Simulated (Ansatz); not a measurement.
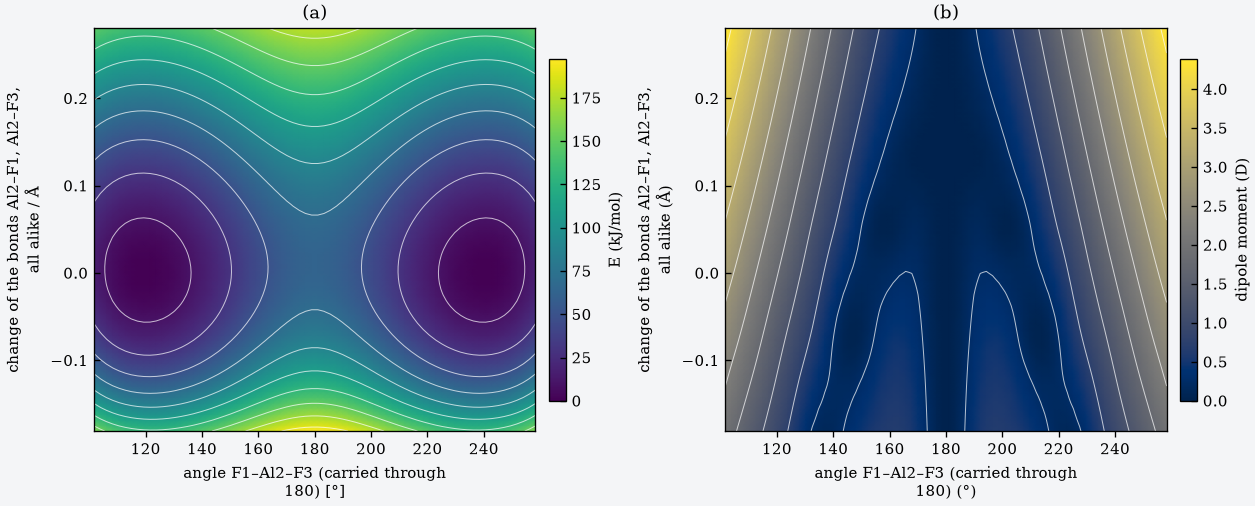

AlF2, SMILES [F][Al][F], spin multiplicity 2. The first coordinate is: angle F1–Al2–F3 (carried through 180); the second: change of the bonds Al2–F1, Al2–F3, all alike. Nothing is relaxed (all other coordinates rigid). The grid has 15 × 15 points; 120 points were computed and 105 follow by symmetry. Points are written as (first, second). All energies are given in kJ/mol relative to the relaxed molecule at the same level. Computed with UKS PBE0-D4/def2-TZVP (Ansatz).

Panel (a) is the energy and panel (b) the computed dipole moment on the same grid.

Drawn: a smooth colour map with a few white contour lines. Between grid points the surface is interpolated.

How does the dipole moment vary over the map, and what is it at the lowest grid point?

Leaving out the highest fifth of the energies, it runs from 0.00 D at (180.0°, −0.115 Å) to 4.23 D at (101.7°, 0.247 Å). At the lowest grid point, (124.0°, −0.016 Å), it is 1.45 D.
